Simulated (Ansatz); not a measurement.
# UCAM-B3LYP/STO-3G run of SO (sulfur oxide)

What is the electronic atomisation energy of SO (sulfur oxide) at UCAM-B3LYP/STO-3G? 

Program for the calculation: Ansatz 0.2.0.

47 further runs of the same task are left out: 7 that didn't finish, 40 set aside as unsound or not needed.

## 1. The molecule

SO: 2 atoms, total charge 0, spin state triplet. As SMILES, `O=S`. The bond length is the measured one.

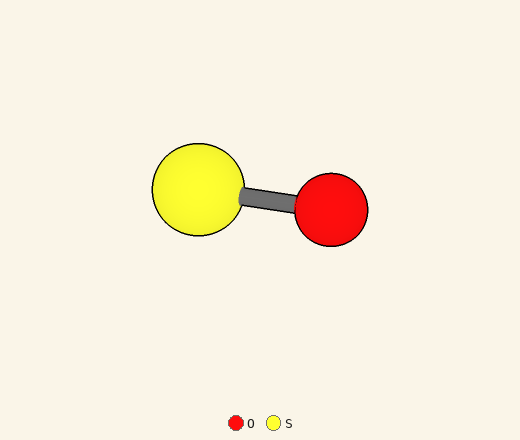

The structure, seen from a chosen angle (oxygen red, sulfur yellow).

## 2. The energy at UCAM-B3LYP/STO-3G

Input file input.yaml:

```yaml
crystal:
  periodic: [false, false, false]
  atoms:
    - {symbol: O, position_ang: [0.000000, 0.000000, 0.000000]}
    - {symbol: S, position_ang: [0.000000, 0.000000, 1.481087]}
basis:
  gaussian:
    orbitals: STO-3G
magnetization:
  spin_polarized: true
  initial_magnetization: 2
hamiltonian:
  xc: {name: CAM-B3LYP}
accuracy: high
```

Started as:

```sh
$ ansatz run input.yaml --threads 1 --pin off --max-ram 2610MiB --events-out events.jsonl --progress --plain --runs-dir runs
```

Log:

```text
Warning: RAYON_NUM_THREADS=1 ignored (pool sized by the plan → 1); use --threads N
Functional definition: CAM-B3LYP
  name "CAM-B3LYP"
  parameter alpha = 0.19
  parameter beta = 0.46
  parameter omega = 0.33/bohr
  parameter ac = 0.81
  exchange = (1 - alpha - beta)*b88_x + beta*b88_x_sr(omega) + alpha*exact_x + beta*exact_x_lr(omega)
  correlation = (1 - ac)*vwn5_c + ac*lyp_c
224 factors; integrals over basis functions are off by at most 1.8e-8 eV
95 factors; integrals over basis functions are off by at most 1.1e-9 eV
mean field evaluation 1: about -12729.5051 eV, gradient 1.1e1 eV
mean field evaluation 2: about -12728.6886 eV, gradient 1.7e1 eV
mean field evaluation 4: about -12730.5165 eV, gradient 3.2e-1 eV
mean field evaluation 8: about -12730.5240 eV, gradient 1.7e-3 eV
mean field evaluation 16: about -12730.5240 eV, gradient 6.1e-8 eV
mean field -12730.52395564 eV, -467.8381263108 hartree, gradient 6.1e-8 eV, S^2 2.000953; 0 other end points of the search recorded, 0 dependent functions left out
reference -12730.52396398 eV, -467.8381266172 hartree; 13, 11 occupied and 1, 3 virtual orbitals, 224 factors
Total energy: -12730.52396398 eV, -467.8381266172 hartree
```

Wall time 0.34 s (1 thread of AMD EPYC 9R45 (Zen 5), shared host).

## 3. The O atom, same level

Input file run.yaml:

```yaml
crystal:
  periodic: [false, false, false]
  atoms:
    - {symbol: O, position_ang: [0.000000, 0.000000, 0.000000]}
basis:
  gaussian:
    orbitals: STO-3G
total_charge: 0
magnetization:
  spin_polarized: true
  initial_magnetization: 2
hamiltonian:
  xc: {name: CAM-B3LYP}
accuracy: high
```

Run the same way, it converges to -74.00745 Eh (log not shown).

## 4. The S atom, same level

Input file run.yaml:

```yaml
crystal:
  periodic: [false, false, false]
  atoms:
    - {symbol: S, position_ang: [0.000000, 0.000000, 0.000000]}
basis:
  gaussian:
    orbitals: STO-3G
magnetization:
  spin_polarized: true
  initial_magnetization: 2
hamiltonian:
  xc: {name: CAM-B3LYP}
accuracy: high
```

Started as:

```sh
$ ansatz run run.yaml --threads 1 --pin off --max-ram 2610MiB --events-out events.jsonl --progress --plain --runs-dir runs
```

Log:

```text
Warning: RAYON_NUM_THREADS=1 ignored (pool sized by the plan → 1); use --threads N
[... 8 set-up lines as earlier in the session ...]
42 factors; integrals over basis functions are off by at most 2.2e-9 eV
28 factors; integrals over basis functions are off by at most 7.9e-10 eV
mean field evaluation 1: about -10712.0860 eV, gradient 2.8e-1 eV
mean field evaluation 2: about -10712.0862 eV, gradient 7.0e-3 eV
mean field evaluation 4: about -10712.0865 eV, gradient 9.7e-7 eV
mean field evaluation 8: about -10712.0865 eV, gradient 1.7e-8 eV
mean field -10712.08648017 eV, -393.6619172333 hartree, gradient 1.7e-8 eV, S^2 2.000000; 0 other end points of the search recorded, 0 dependent functions left out
reference -10712.08648786 eV, -393.6619175160 hartree; 9, 7 occupied and 0, 2 virtual orbitals, 42 factors
Total energy: -10712.08648786 eV, -393.6619175160 hartree
```

Run time: 0.18 s. Hardware: 1 thread of AMD EPYC 9R45 (Zen 5), shared host.

## 5. Outcome

Level: UCAM-B3LYP/STO-3G.

```
                     quantity          value
       molecule: total energy  -467.83813 Eh
               molecule: ⟨S²⟩          2.001
         O atom: total energy   -74.00745 Eh
                 O atom: ⟨S²⟩          2.000
         S atom: total energy  -393.66192 Eh
                 S atom: ⟨S²⟩          2.000
electronic atomisation energy       4.592 eV
```

**Reading.** Taking the molecule apart into free atoms costs 4.59 eV (443 kJ/mol), before zero-point energy and without spin-orbit coupling. In a minimal basis such a difference can be off by several eV, whatever the method.
